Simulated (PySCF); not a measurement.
**C5H12O (3-methyl-1-butanol) at 6 levels**

We compute a comparison of 6 runs (B2PLYP/6-31G*, BHLYP/6-31G*, M06-2X/6-31G*, M06-L/6-31G*, PBE0/6-31G*, SCS-MP2/6-31G*) of C5H12O (3-methyl-1-butanol). The job is set up through a Python script.

The results are computed with PySCF 2.14.0.

2 further runs of the same task are left out: 2 set aside as unsound or not needed.

### 1 The molecule

C5H12O: 18 atoms, total charge 0, spin state singlet. SMILES: `CC(C)CCO`. Geometry: relaxed at GFN2-xTB. This is one conformer, not always the lowest.

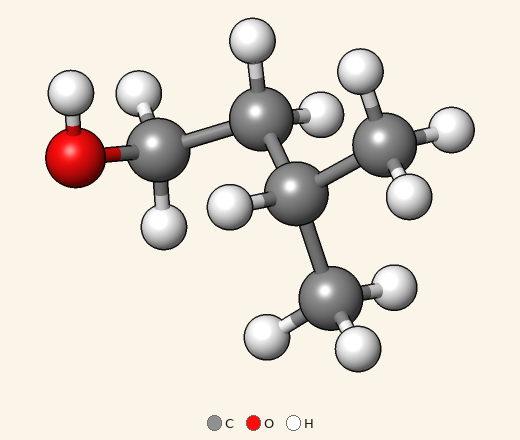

The structure, seen from a chosen angle (carbon grey, oxygen red, hydrogen white).

### 2 A single-point energy at B2PLYP/6-31G(d) (spherical functions) (run 1)

Input file calc.py:

```python
from pyscf import gto, dft, mp

mol = gto.M(
    atom='''
C    0.643620  -0.791730   1.724730
C   -0.178510  -0.214730   0.574110
C   -1.138070  -1.272830   0.035940
C    0.754060   0.309970  -0.524190
C    0.041420   1.181420  -1.560570
O   -0.604170   2.297340  -0.994200
H   -0.009440  -1.150860   2.516580
H    1.249010  -1.626040   1.375490
H    1.307610  -0.039420   2.145690
H   -0.768590   0.628160   0.950250
H   -1.789740  -0.855250  -0.726510
H   -0.584760  -2.104790  -0.396030
H   -1.762750  -1.656540   0.839390
H    1.226560  -0.528120  -1.040030
H    1.547400   0.905150  -0.060670
H    0.770640   1.508160  -2.318400
H   -0.744310   0.618880  -2.067830
H    0.040010   2.791230  -0.473740
''',
    charge=0,
    basis='6-31g*',
    verbose=4,
    max_memory=1860,
)

ks = dft.RKS(mol)
ks.xc = '0.53*HF + 0.47*B88, 0.73*LYP'
ks.conv_tol = 1e-10
ks.grids.level = 5
ks.kernel()
if not ks.converged:
    ks = ks.newton().run(ks.mo_coeff, ks.mo_occ)

pt = mp.MP2(ks, frozen=6).run()
e_tot = ks.e_tot + 0.27 * pt.e_corr
print('PT2 part  %.8f' % (0.27 * pt.e_corr))
print('Final energy', e_tot)
```

Run with:

```console
OMP_NUM_THREADS=1 python calc.py
```

The program printed:

```text
PySCF version 2.14.0

[... 88 lines left out ...]
converged SCF energy = -272.357294486305
[... 1 line left out ...]
******** <class 'pyscf.mp.mp2.RMP2'> ********
nocc = 19, nmo = 102
frozen orbitals 6
E(RMP2) = -273.366229682161  E_corr = -1.00893519585607
E(SCS-RMP2) = -273.354914987659  E_corr = -0.997620501353897
E_corr(same-spin) = -0.24588661577699
E_corr(oppo-spin) = -0.763048580079084
PT2 part  -0.27241250
Final energy -272.62970698918616
```

Run time: 53 s. Hardware: 1 thread of Intel Xeon at 2.70GHz, shared host; peak memory 0.59 GiB.

### 3 A single-point energy at BHLYP/6-31G(d) (spherical functions) (run 2)

Input file calc.py:

```python
from pyscf import gto, dft

mol = gto.M(
    atom=[
    ('C', (0.643620, -0.791730, 1.724730)),
    ('C', (-0.178510, -0.214730, 0.574110)),
    ('C', (-1.138070, -1.272830, 0.035940)),
    ('C', (0.754060, 0.309970, -0.524190)),
    ('C', (0.041420, 1.181420, -1.560570)),
    ('O', (-0.604170, 2.297340, -0.994200)),
    ('H', (-0.009440, -1.150860, 2.516580)),
    ('H', (1.249010, -1.626040, 1.375490)),
    ('H', (1.307610, -0.039420, 2.145690)),
    ('H', (-0.768590, 0.628160, 0.950250)),
    ('H', (-1.789740, -0.855250, -0.726510)),
    ('H', (-0.584760, -2.104790, -0.396030)),
    ('H', (-1.762750, -1.656540, 0.839390)),
    ('H', (1.226560, -0.528120, -1.040030)),
    ('H', (1.547400, 0.905150, -0.060670)),
    ('H', (0.770640, 1.508160, -2.318400)),
    ('H', (-0.744310, 0.618880, -2.067830)),
    ('H', (0.040010, 2.791230, -0.473740)),
],
    verbose=3,
    basis='6-31g*',
    max_memory=1860,
)

mf = dft.RKS(mol)
mf.xc = 'bhandhlyp'
mf.conv_tol = 1e-10
mf.grids.level = 5
mf.kernel()
if not mf.converged:
    mf = mf.newton().run(mf.mo_coeff, mf.mo_occ)

e_final = mf.e_tot
print('Final energy', e_final)
```

Run with:

```console
OMP_NUM_THREADS=1 python calc.py
```

The program printed:

```text
converged SCF energy = -272.798109679359
Final energy -272.7981096793593
```

Wall time 49 s (1 thread of Intel Xeon at 2.70GHz, shared host); peak memory 0.59 GiB.

### 4 A single-point energy at M06-2X/6-31G(d) (spherical functions) (run 3)

Input file run.py:

```python
# 3-methyl-1-butanol
from pyscf import gto, dft

mol = gto.M(
    atom=[
    ('C', (0.643620, -0.791730, 1.724730)),
    ('C', (-0.178510, -0.214730, 0.574110)),
    ('C', (-1.138070, -1.272830, 0.035940)),
    ('C', (0.754060, 0.309970, -0.524190)),
    ('C', (0.041420, 1.181420, -1.560570)),
    ('O', (-0.604170, 2.297340, -0.994200)),
    ('H', (-0.009440, -1.150860, 2.516580)),
    ('H', (1.249010, -1.626040, 1.375490)),
    ('H', (1.307610, -0.039420, 2.145690)),
    ('H', (-0.768590, 0.628160, 0.950250)),
    ('H', (-1.789740, -0.855250, -0.726510)),
    ('H', (-0.584760, -2.104790, -0.396030)),
    ('H', (-1.762750, -1.656540, 0.839390)),
    ('H', (1.226560, -0.528120, -1.040030)),
    ('H', (1.547400, 0.905150, -0.060670)),
    ('H', (0.770640, 1.508160, -2.318400)),
    ('H', (-0.744310, 0.618880, -2.067830)),
    ('H', (0.040010, 2.791230, -0.473740)),
],
    verbose=3,
    basis='6-31g*',
    max_memory=1860,
)

ks = dft.RKS(mol, xc='m06-2x')
ks.conv_tol = 1e-10
ks.grids.level = 5
ks.kernel()
if not ks.converged:
    ks = ks.newton().run(ks.mo_coeff, ks.mo_occ)

e_final = ks.e_tot
print('E = %.10f Eh' % e_final)
```

Run with:

```console
OMP_NUM_THREADS=1 python run.py
```

The program printed:

```text
converged SCF energy = -272.829736090066
E = -272.8297360901 Eh
```

Wall time 85 s (1 thread of Intel Xeon at 2.70GHz, shared host); peak memory 0.65 GiB.

Runs 4 to 5 aren't shown in full; the table further down has their settings and results.

### 5 The energy at SCS-MP2/6-31G(d) (spherical functions) (run 6)

Input file run.py:

```python
from pyscf import gto, mp

mol = gto.M(
    atom='''
C        0.643620      -0.791730       1.724730
C       -0.178510      -0.214730       0.574110
C       -1.138070      -1.272830       0.035940
C        0.754060       0.309970      -0.524190
C        0.041420       1.181420      -1.560570
O       -0.604170       2.297340      -0.994200
H       -0.009440      -1.150860       2.516580
H        1.249010      -1.626040       1.375490
H        1.307610      -0.039420       2.145690
H       -0.768590       0.628160       0.950250
H       -1.789740      -0.855250      -0.726510
H       -0.584760      -2.104790      -0.396030
H       -1.762750      -1.656540       0.839390
H        1.226560      -0.528120      -1.040030
H        1.547400       0.905150      -0.060670
H        0.770640       1.508160      -2.318400
H       -0.744310       0.618880      -2.067830
H        0.040010       2.791230      -0.473740
''',
    verbose=3,
    spin=0,
    basis='6-31g*',
    max_memory=1860,
)

myscf = mol.RHF()
myscf.conv_tol = 1e-10
myscf.kernel()
if not myscf.converged:
    myscf = myscf.newton().run(myscf.mo_coeff, myscf.mo_occ)

pt = mp.MP2(myscf, frozen=6).run()
e_tot = myscf.e_tot + 1.2 * pt.e_corr_os + pt.e_corr_ss / 3
print(f'total energy: {e_tot:.8f} hartree')
```

Run with:

```console
OMP_NUM_THREADS=1 python run.py
```

The program printed:

```text
converged SCF energy = -271.175516897751
E(RMP2) = -272.005957874825  E_corr = -0.830440977074341
E(SCS-RMP2) = -271.997015355616  E_corr = -0.821498457864744
total energy: -271.99701536 hartree
```

Wall time 5.7 s (1 thread of Intel Xeon at 2.70GHz, shared host); peak memory 0.34 GiB.

### 6 All runs side by side

```tsv
run	level	frozen core orbitals	integration grid	energy (Eh)	dipole moment (D) of the reference	HOMO energy (eV)	LUMO energy (eV)	wall time
1	B2PLYP/6-31G* (spherical functions)	6	5	-272.629707	1.58	-8.96	3.55	53 s
2	BHLYP/6-31G* (spherical functions)	–	5	-272.798110	1.59	-8.99	3.21	49 s
3	M06-2X/6-31G* (spherical functions)	–	5	-272.829736	1.55	-8.99	3.12	85 s
4	M06-L/6-31G* (spherical functions)	–	5	-272.920668	1.49	-6.07	2.06	83 s
5	PBE0/6-31G* (spherical functions)	–	5	-272.641302	1.52	-7.37	2.34	50 s
6	SCS-MP2/6-31G* (spherical functions)	6	–	-271.997015	1.69	-11.50	5.83	5.7 s
```

### 7 Outcome

```
                                          quantity          value
                               run 6: total energy  -271.99702 Eh
       run 6: dipole moment (Hartree–Fock density)         1.69 D
        run 6: HOMO energy (Hartree–Fock orbitals)      -11.50 eV
        run 6: LUMO energy (Hartree–Fock orbitals)        5.83 eV
      run 6: HOMO–LUMO gap (Hartree–Fock orbitals)       17.33 eV
run 6: correlation energy (6 core orbitals frozen)     -821.5 mEh
```

In words: Over runs 1, 2, 3, 4, 5 the dipole moment (its size) runs from 1.49 D (M06-L/6-31G*) to 1.59 D (BHLYP/6-31G*). Over runs 1, 2, 3, 4, 5 the HOMO–LUMO gap runs from 8.13 eV (M06-L/6-31G*) to 12.51 eV (B2PLYP/6-31G*). A double hybrid's value is that of its SCF part. Totals of different functionals can't be ranked against each other. All runs together took 5.4 min, the longest 85 s.
